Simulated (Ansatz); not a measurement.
# AlBSiH4O: geometry relaxation

- system: AlBSiH4O
- method: RKS B3LYP/def2-SVP (Ansatz 0.2.0)

It belongs to a series of runs on one base structure; here: end point B relaxed. Figures and captions count atoms from 1; the log counts them from 0 in places.

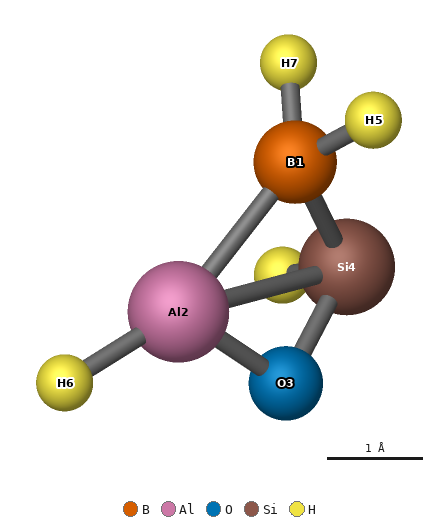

**Figure 1.** The starting structure (ball-and-stick view, seen at a tilt; atoms are numbered from 1 in the order of the input). Sticks mark near contacts.

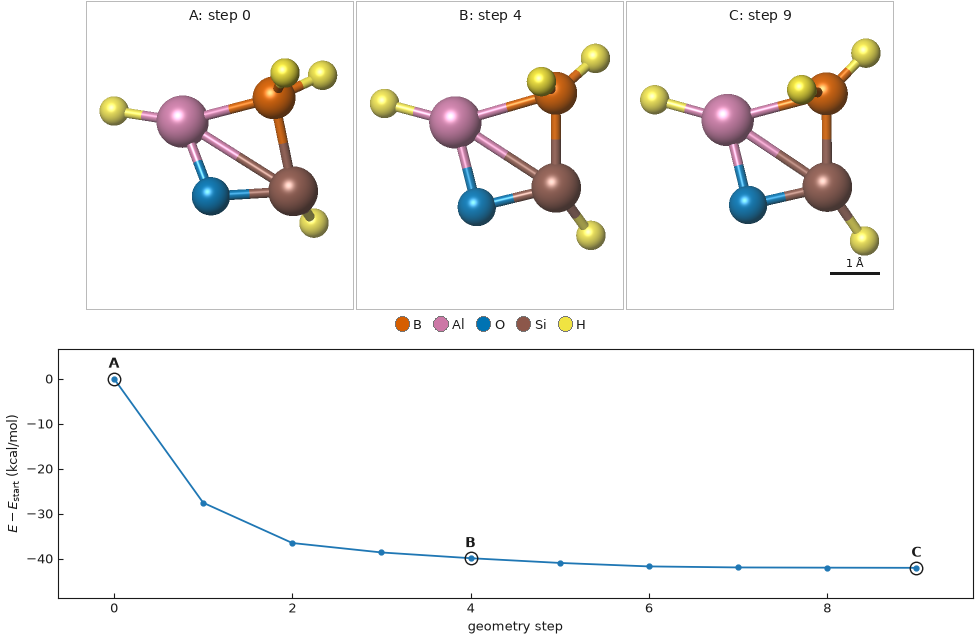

**Figure 2.** Frames of the relaxation (ball-and-stick view, seen at a tilt) above the curves, on which the letters mark them (the first geometry is step 0 here and step 1 in the log).

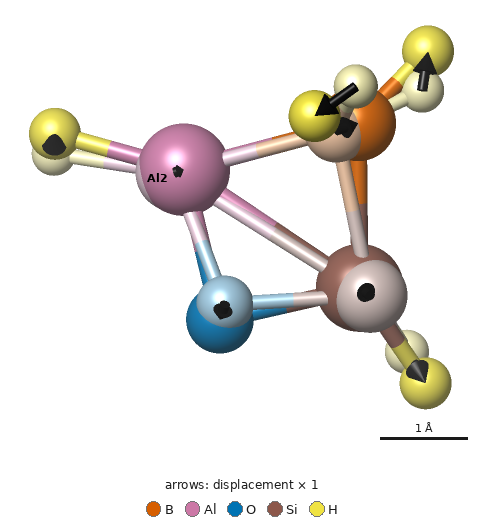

**Figure 3.** Start (faint) and end (solid) with the displacements as black arrows, at true length (ball-and-stick view, seen at a tilt). The two geometries are laid on each other by the best rigid fit. The atom that moves furthest after the best rigid fit is H5 (0.59 Å). Largest moves by element: H 0.59 Å, B 0.32 Å, Si 0.27 Å, O 0.26 Å, Al 0.11 Å. Distances before and after: Al2–Si4 2.707 → 2.460 Å, Al2–O3 1.704 → 1.806 Å, B1–Al2 2.050 → 2.140 Å, B1–H5 1.178 → 1.240 Å. Among the angles that change: Al2–B1–H5 124.8° → 80.3°, Al2–Si4–H8 109.9° → 143.1°, Si4–B1–H7 99.7° → 129.6°. Over 9 geometry steps the energy falls by 42.1 kcal/mol. The largest force component goes from 2.7 to 0.02 eV/Å. (Atoms are counted from 1 in the order of the input.)

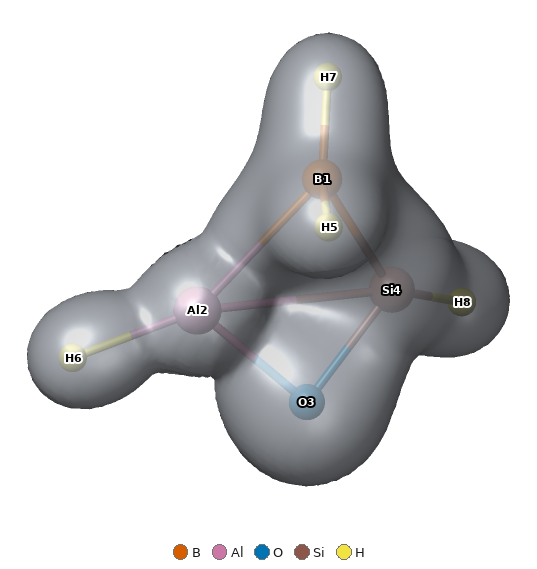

**Figure 4.** Isosurface of the electron density at 0.3 e/Å³ (grey), seen at a tilt. At this value the surface is in one piece. On the grid the lowest density along these lines, outside the cores, is 0.94 e/Å³ (Si–O, 1.66 Å), 0.58 e/Å³ (Al–O, 1.81 Å), 0.75 e/Å³ (Si–B, 1.93 Å) and 0.43 e/Å³ (Al–B, 2.14 Å).

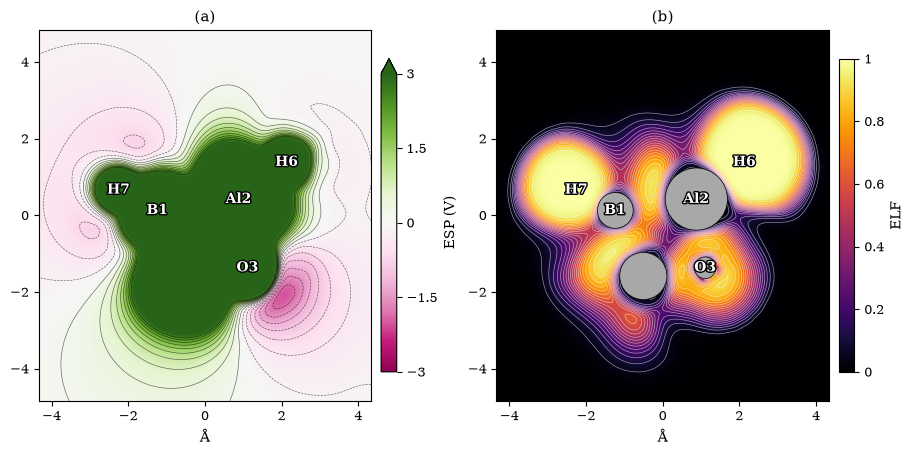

**Figure 5.** (a) molecular electrostatic potential; (b) electron localisation function on the plane of atoms O3, Al2 and H6. Grey discs, where drawn, cover atomic cores. Al–O (1.81 Å): the ELF peaks at about 0.85 in the valence shell of O, 0.6 Å from its nucleus, and is about 0.45 at the midpoint. Al–B (2.14 Å): the ELF peaks at about 0.85 between the atoms (a covalent bond).

These pictures come from the run below.

## The input
```yaml
crystal:
  periodic: [false, false, false]
  atoms:
    - { symbol: B, position_ang: [-0.35347, 0.64266, -1.10544] }
    - { symbol: Al, position_ang: [-0.40476, 1.26398, 0.8473] }
    - { symbol: O, position_ang: [0.52976, -0.15484, 0.9792] }
    - { symbol: Si, position_ang: [0.11347, -1.11002, -0.34587] }
    - { symbol: H, position_ang: [0.32825, 1.11423, -1.94253] }
    - { symbol: H, position_ang: [-0.78023, 2.14997, 2.06232] }
    - { symbol: H, position_ang: [-1.10246, 0.30339, -1.93779] }
    - { symbol: H, position_ang: [-0.82315, -2.13143, 0.14541] }
basis:
  gaussian: { orbitals: def2-SVP }
hamiltonian:
  xc: b3lyp
relax:
  f_tol: 0.02
  max_steps: 50
output:
  orbitals: {}
```

Run as:
```bash
ansatz run input.yaml --threads 2 --pin off --max-ram 3072MiB --backend cpu --events-out ev --progress --plain --runs-dir out
```

## Log
```
The last accepted step is kept in [file] (removed where the run ends without a failure and the disk answers)
Engine: ansatz 0.2.0, x86_64-unknown-linux-gnu
Functional definition: B3LYP
  parameter a0 = 0.2
  parameter ax = 0.72
  parameter ac = 0.81
  exchange = (1 - a0 - ax)*slater_x + ax*b88_x + a0*exact_x
  correlation = (1 - ac)*vwn_rpa_c + ac*lyp_c
860 factors; integrals over basis functions are off by at most 3.6e-4 eV
mean field evaluation 1: about -17242.8713 eV, gradient 7.1e1 eV
mean field evaluation 2: about -17173.2704 eV, gradient 1.7e2 eV
mean field evaluation 4: about -17254.3444 eV, gradient 2.1e1 eV
mean field evaluation 8: about -17256.0006 eV, gradient 2.9e-1 eV
mean field evaluation 16: about -17256.0010 eV, gradient 6.1e-5 eV
mean field -17256.00095694 eV, -634.1463386301 hartree, gradient 6.1e-5 eV, S^2 0.000000; 0 other end points of the search recorded, 0 dependent functions left out
the calculation of the forces begins
reference -17256.00121681 eV, -634.1463481802 hartree; 22, 22 occupied and 62, 62 virtual orbitals, 860 factors
relax step   1: F+E_penalty+E_count = -17256.00095694 eV  Δ(F+E_penalty+E_count) = +0.000e0 eV  max|allowed force component| = 2.730e0 eV/Å  Δτ_max = 0.0000 Å  (27 SCF iters, accepted)
these checks for a lower state are left out or cut short: starts, cluster_reference, orbital_swaps, neighbouring_geometries, increment
860 factors; integrals over basis functions are off by at most 4.1e-4 eV
mean field -17257.19715514 eV, -634.1902981030 hartree, gradient 2.4e-5 eV, S^2 0.000000; 0 other end points of the search recorded, 0 dependent functions left out
the calculation of the forces begins
reference -17257.19741647 eV, -634.1903077068 hartree; 22, 22 occupied and 62, 62 virtual orbitals, 860 factors
relax step   2: F+E_penalty+E_count = -17257.19715514 eV  Δ(F+E_penalty+E_count) = -1.196e0 eV  max|allowed force component| = 1.513e0 eV/Å  Δτ_max = 0.1973 Å  (34 SCF iters, accepted)
these checks for a lower state are left out or cut short: starts, cluster_reference, orbital_swaps, neighbouring_geometries, increment
860 factors; integrals over basis functions are off by at most 3.9e-4 eV
mean field evaluation 32: about -17257.5856 eV, gradient 1.5e-5 eV
mean field -17257.58555027 eV, -634.2045713606 hartree, gradient 1.5e-5 eV, S^2 0.000000; 0 other end points of the search recorded, 0 dependent functions left out
the calculation of the forces begins
reference -17257.58581224 eV, -634.2045809879 hartree; 22, 22 occupied and 62, 62 virtual orbitals, 860 factors
relax step   3: F+E_penalty+E_count = -17257.58555027 eV  Δ(F+E_penalty+E_count) = -3.884e-1 eV  max|allowed force component| = 8.065e-1 eV/Å  Δτ_max = 0.1948 Å  (34 SCF iters, accepted)
these checks for a lower state are left out or cut short: starts, cluster_reference, orbital_swaps, neighbouring_geometries, increment
860 factors; integrals over basis functions are off by at most 3.5e-4 eV
mean field -17257.67649270 eV, -634.2079134333 hartree, gradient 1.3e-5 eV, S^2 0.000000; 0 other end points of the search recorded, 0 dependent functions left out
the calculation of the forces begins
reference -17257.67675441 eV, -634.2079230511 hartree; 22, 22 occupied and 62, 62 virtual orbitals, 860 factors
relax step   4: F+E_penalty+E_count = -17257.67649270 eV  Δ(F+E_penalty+E_count) = -9.094e-2 eV  max|allowed force component| = 4.953e-1 eV/Å  Δτ_max = 0.0928 Å  (30 SCF iters, accepted)
these checks for a lower state are left out or cut short: starts, cluster_reference, orbital_swaps, neighbouring_geometries, increment
860 factors; integrals over basis functions are off by at most 3.7e-4 eV
mean field -17257.73197186 eV, -634.2099522552 hartree, gradient 1.1e-5 eV, S^2 0.000000; 0 other end points of the search recorded, 0 dependent functions left out
the calculation of the forces begins
reference -17257.73223315 eV, -634.2099618572 hartree; 22, 22 occupied and 62, 62 virtual orbitals, 860 factors
relax step   5: F+E_penalty+E_count = -17257.73197186 eV  Δ(F+E_penalty+E_count) = -5.548e-2 eV  max|allowed force component| = 6.488e-1 eV/Å  Δτ_max = 0.2000 Å  (31 SCF iters, accepted)
these checks for a lower state are left out or cut short: starts, cluster_reference, orbital_swaps, neighbouring_geometries, increment
860 factors; integrals over basis functions are off by at most 5.1e-4 eV
mean field -17257.77752549 eV, -634.2116263202 hartree, gradient 1.1e-5 eV, S^2 0.000000; 0 other end points of the search recorded, 0 dependent functions left out
the calculation of the forces begins
reference -17257.77778638 eV, -634.2116359075 hartree; 22, 22 occupied and 62, 62 virtual orbitals, 860 factors
relax step   6: F+E_penalty+E_count = -17257.77752549 eV  Δ(F+E_penalty+E_count) = -4.555e-2 eV  max|allowed force component| = 6.077e-1 eV/Å  Δτ_max = 0.1635 Å  (29 SCF iters, accepted)
these checks for a lower state are left out or cut short: starts, cluster_reference, orbital_swaps, neighbouring_geometries, increment
860 factors; integrals over basis functions are off by at most 5.0e-4 eV
mean field -17257.81112011 eV, -634.2128608997 hartree, gradient 1.4e-5 eV, S^2 0.000000; 0 other end points of the search recorded, 0 dependent functions left out
the calculation of the forces begins
reference -17257.81137983 eV, -634.2128704441 hartree; 22, 22 occupied and 62, 62 virtual orbitals, 860 factors
relax step   7: F+E_penalty+E_count = -17257.81112011 eV  Δ(F+E_penalty+E_count) = -3.359e-2 eV  max|allowed force component| = 3.092e-1 eV/Å  Δτ_max = 0.0617 Å  (30 SCF iters, accepted)
these checks for a lower state are left out or cut short: starts, cluster_reference, orbital_swaps, neighbouring_geometries, increment
860 factors; integrals over basis functions are off by at most 5.1e-4 eV
mean field evaluation 64: about -17257.8210 eV, gradient 6.5e-2 eV
mean field -17257.82103218 eV, -634.2132251615 hartree, gradient 1.5e-5 eV, S^2 0.000000; 0 other end points of the search recorded, 0 dependent functions left out
the calculation of the forces begins
reference -17257.82129083 eV, -634.2132346664 hartree; 22, 22 occupied and 62, 62 virtual orbitals, 860 factors
relax step   8: F+E_penalty+E_count = -17257.82103218 eV  Δ(F+E_penalty+E_count) = -9.912e-3 eV  max|allowed force component| = 1.487e-1 eV/Å  Δτ_max = 0.0450 Å  (29 SCF iters, accepted)
these checks for a lower state are left out or cut short: starts, cluster_reference, orbital_swaps, neighbouring_geometries, increment
860 factors; integrals over basis functions are off by at most 5.1e-4 eV
mean field -17257.82313825 eV, -634.2133025579 hartree, gradient 1.5e-5 eV, S^2 0.000000; 0 other end points of the search recorded, 0 dependent functions left out
the calculation of the forces begins
reference -17257.82339623 eV, -634.2133120386 hartree; 22, 22 occupied and 62, 62 virtual orbitals, 860 factors
relax step   9: F+E_penalty+E_count = -17257.82313825 eV  Δ(F+E_penalty+E_count) = -2.106e-3 eV  max|allowed force component| = 7.886e-2 eV/Å  Δτ_max = 0.0380 Å  (29 SCF iters, accepted)
these checks for a lower state are left out or cut short: starts, cluster_reference, orbital_swaps, neighbouring_geometries, increment
860 factors; integrals over basis functions are off by at most 5.2e-4 eV
mean field -17257.82477547 eV, -634.2133627246 hartree, gradient 1.5e-5 eV, S^2 0.000000; 0 other end points of the search recorded, 0 dependent functions left out
the calculation of the forces begins
reference -17257.82503293 eV, -634.2133721862 hartree; 22, 22 occupied and 62, 62 virtual orbitals, 860 factors
relax step  10: F+E_penalty+E_count = -17257.82477547 eV  Δ(F+E_penalty+E_count) = -1.637e-3 eV  max|allowed force component| = 1.988e-2 eV/Å  Δτ_max = 0.0375 Å  (29 SCF iters, accepted)
860 factors; integrals over basis functions are off by at most 5.2e-4 eV
mean field evaluation 96: about -17257.8248 eV, gradient 1.2e-3 eV
mean field -17257.82477547 eV, -634.2133627246 hartree, gradient 1.5e-5 eV, S^2 0.000000; 1 other end points of the search recorded, 0 dependent functions left out
the calculation of the forces begins
reference -17257.82503293 eV, -634.2133721862 hartree; 22, 22 occupied and 62, 62 virtual orbitals, 860 factors
Total energy: -17257.82503293 eV, -634.2133721862 hartree
Atom 0 at    -0.608612     0.509925    -1.267706 Å, force     0.004398    -0.003765    -0.002512 eV/Å
Atom 1 at    -0.402893     1.233145     0.736307 Å, force     0.006489    -0.005138     0.003935 eV/Å
Atom 2 at     0.470486    -0.285415     1.175095 Å, force     0.006018     0.004212     0.019875 eV/Å
Atom 3 at    -0.092358    -1.016402    -0.208972 Å, force     0.000104     0.005722    -0.003556 eV/Å
Atom 4 at     0.461458     1.127481    -1.378199 Å, force    -0.011406    -0.002406    -0.003007 eV/Å
Atom 5 at    -0.550804     2.394468     1.795122 Å, force    -0.000710    -0.004261    -0.002611 eV/Å
Atom 6 at    -1.388718     0.582080    -2.178152 Å, force    -0.002495     0.006525    -0.011679 eV/Å
Atom 7 at    -0.381149    -2.467341     0.029105 Å, force    -0.002399    -0.000889    -0.000445 eV/Å
Dipole moment:    -0.030198    -0.139553     0.099710 e Å
```

## Trajectory as extended XYZ (Å, eV, eV/Å), 10 frames, from step=1 to step=10
```
8
Properties=species:S:1:pos:R:3:forces:R:3 step=1 energy=-17256.00096
B    -0.3535    0.6427   -1.1054   -0.8264   0.8301  -2.4890
Al   -0.4048    1.2640    0.8473    0.0298   0.2322  -0.6397
O     0.5298   -0.1548    0.9792    1.4347  -2.7303   2.3746
Si    0.1135   -1.1100   -0.3459    0.0515   2.0833   1.0960
H     0.3282    1.1142   -1.9425    1.0772   0.8785  -0.1074
H    -0.7802    2.1500    2.0623   -0.1320   0.3090   0.2604
H    -1.1025    0.3034   -1.9378   -1.5107  -0.6468  -0.6459
H    -0.8232   -2.1314    0.1454   -0.1241  -0.9561   0.1509
8
Properties=species:S:1:pos:R:3:forces:R:3 step=2 energy=-17257.19716
B    -0.3990    0.6812   -1.2057   -0.0680  -0.4830  -1.4391
Al   -0.3228    1.2438    0.8306   -0.0305   0.0335  -0.2204
O     0.5122   -0.2490    1.1517    0.4869  -1.2779   0.8074
Si    0.0984   -1.0333   -0.2858   -0.3066   1.5128   0.9616
H     0.3830    1.1856   -1.9665    0.4932   0.4745   0.2163
H    -0.7747    2.1569    2.0375    0.0381   0.0953  -0.1119
H    -1.2075    0.2744   -1.9938   -0.8331  -0.0175  -0.0308
H    -0.7822   -2.1818    0.1346    0.2201  -0.3376  -0.1831
8
Properties=species:S:1:pos:R:3:forces:R:3 step=3 energy=-17257.58555
B    -0.4090    0.6459   -1.3133    0.1721  -0.6583  -0.1636
Al   -0.2758    1.2064    0.7923   -0.3153   0.6333   0.4491
O     0.4857   -0.3214    1.3171   -0.1042  -0.1104  -0.8065
Si    0.0774   -0.9703   -0.1928   -0.3429  -0.2479   0.1026
H     0.4670    1.2558   -1.9322   -0.2082  -0.1316   0.3916
H    -0.7527    2.1894    1.9495    0.1311   0.0049  -0.1813
H    -1.3899    0.3420   -2.0049    0.3292   0.1940   0.3650
H    -0.6953   -2.2698    0.0868    0.3383   0.3161  -0.1568
8
Properties=species:S:1:pos:R:3:forces:R:3 step=4 energy=-17257.67649
B    -0.4111    0.6118   -1.3047   -0.1114  -0.4953  -0.0470
Al   -0.3110    1.2186    0.7878    0.0181  -0.0352   0.1399
O     0.4889   -0.3236    1.2738   -0.2105  -0.0324  -0.4737
Si    0.0494   -1.0045   -0.2068   -0.1600   0.4526   0.2116
H     0.4776    1.2689   -1.8409   -0.1227  -0.1770   0.2102
H    -0.7284    2.2553    1.9115    0.0919  -0.0152  -0.0683
H    -1.4017    0.3736   -1.9906    0.2764   0.1581   0.1277
H    -0.6563   -2.3220    0.0725    0.2182   0.1445  -0.1004
8
Properties=species:S:1:pos:R:3:forces:R:3 step=5 energy=-17257.73197
B    -0.5068    0.5510   -1.3092    0.5077   0.2348   0.1698
Al   -0.3341    1.2357    0.7781   -0.2583  -0.0789  -0.1346
O     0.4323   -0.3165    1.2457    0.3399   0.1092  -0.2064
Si    0.0284   -0.9881   -0.2319   -0.6488  -0.1050   0.3537
H     0.5090    1.1636   -1.6738   -0.2873  -0.0707   0.0593
H    -0.6617    2.3066    1.8970    0.0623   0.0049  -0.0553
H    -1.4412    0.4832   -2.0738    0.1180  -0.0074  -0.0337
H    -0.5185   -2.3575    0.0704    0.1665  -0.0868  -0.1528
8
Properties=species:S:1:pos:R:3:forces:R:3 step=6 energy=-17257.77753
B    -0.5750    0.5260   -1.3043    0.2239   0.3909  -0.1547
Al   -0.4070    1.2332    0.7829    0.2165  -0.0415  -0.2165
O     0.5132   -0.2765    1.1728   -0.3062   0.0890  -0.2990
Si   -0.0833   -0.9889   -0.2233    0.1223  -0.3874   0.4368
H     0.5303    1.1064   -1.5221   -0.6077  -0.2388   0.1799
H    -0.6125    2.3534    1.8891   -0.0022  -0.0991  -0.0822
H    -1.4273    0.5591   -2.1774    0.2864   0.0128   0.2814
H    -0.4309   -2.4348    0.0850    0.0671   0.2742  -0.1457
8
Properties=species:S:1:pos:R:3:forces:R:3 step=7 energy=-17257.81112
B    -0.5690    0.5229   -1.2896    0.0408   0.1832  -0.0362
Al   -0.3846    1.2420    0.7617   -0.0044  -0.1524  -0.1494
O     0.4688   -0.2900    1.1906   -0.0664   0.0072  -0.1873
Si   -0.0792   -1.0074   -0.2185    0.0609   0.0405   0.3092
H     0.4938    1.1445   -1.4901   -0.2268  -0.1543   0.0618
H    -0.5895    2.3699    1.8525    0.0222  -0.0288  -0.0400
H    -1.4138    0.5432   -2.1577    0.1577   0.0385   0.1114
H    -0.4190   -2.4472    0.0538    0.0160   0.0661  -0.0694
8
Properties=species:S:1:pos:R:3:forces:R:3 step=8 energy=-17257.82103
B    -0.5829    0.5198   -1.2761   -0.0664   0.0436  -0.0340
Al   -0.3896    1.2406    0.7489   -0.0469  -0.0407  -0.0820
O     0.4595   -0.2863    1.1876    0.0130  -0.0869  -0.0762
Si   -0.0873   -1.0133   -0.2120    0.0532   0.1277   0.1487
H     0.4799    1.1304   -1.4497   -0.0305  -0.0400   0.0252
H    -0.5733    2.3814    1.8259    0.0143  -0.0030  -0.0101
H    -1.4037    0.5637   -2.1586    0.0702   0.0160   0.0380
H    -0.3952   -2.4583    0.0366   -0.0070  -0.0167  -0.0096
8
Properties=species:S:1:pos:R:3:forces:R:3 step=9 energy=-17257.82314
B    -0.5962    0.5156   -1.2734    0.0201   0.0083   0.0475
Al   -0.3911    1.2388    0.7429   -0.0575  -0.0507  -0.0390
O     0.4590   -0.2897    1.1868    0.0135  -0.0120  -0.0661
Si   -0.0901   -1.0145   -0.2102    0.0230   0.0688   0.0789
H     0.4678    1.1361   -1.4141   -0.0215  -0.0339   0.0027
H    -0.5589    2.3900    1.8110    0.0152  -0.0044  -0.0123
H    -1.3958    0.5653   -2.1700    0.0158   0.0261  -0.0038
H    -0.3872   -2.4637    0.0296   -0.0087  -0.0022  -0.0079
8
Properties=species:S:1:pos:R:3:forces:R:3 step=10 energy=-17257.82478
B    -0.6086    0.5099   -1.2677    0.0044  -0.0038  -0.0025
Al   -0.4029    1.2331    0.7363    0.0065  -0.0051   0.0039
O     0.4705   -0.2854    1.1751    0.0060   0.0042   0.0199
Si   -0.0924   -1.0164   -0.2090    0.0001   0.0057  -0.0036
H     0.4615    1.1275   -1.3782   -0.0114  -0.0024  -0.0030
H    -0.5508    2.3945    1.7951   -0.0007  -0.0043  -0.0026
H    -1.3887    0.5821   -2.1782   -0.0025   0.0065  -0.0117
H    -0.3811   -2.4673    0.0291   -0.0024  -0.0009  -0.0004
```

## Summary

```tsv
quantity	value
outcome	converged
total energy	−17257.8250 eV
mean-field energy	−17257.8250 eV
largest force (length of the vector) at the end	0.021 eV/Å
hardware	2 threads of Intel Xeon @ 2.50GHz (Skylake/Cascade Lake), 16 GiB of memory available, shared host
wall time	24 s (CPU time 45 s)
peak memory	0.18 GiB
```
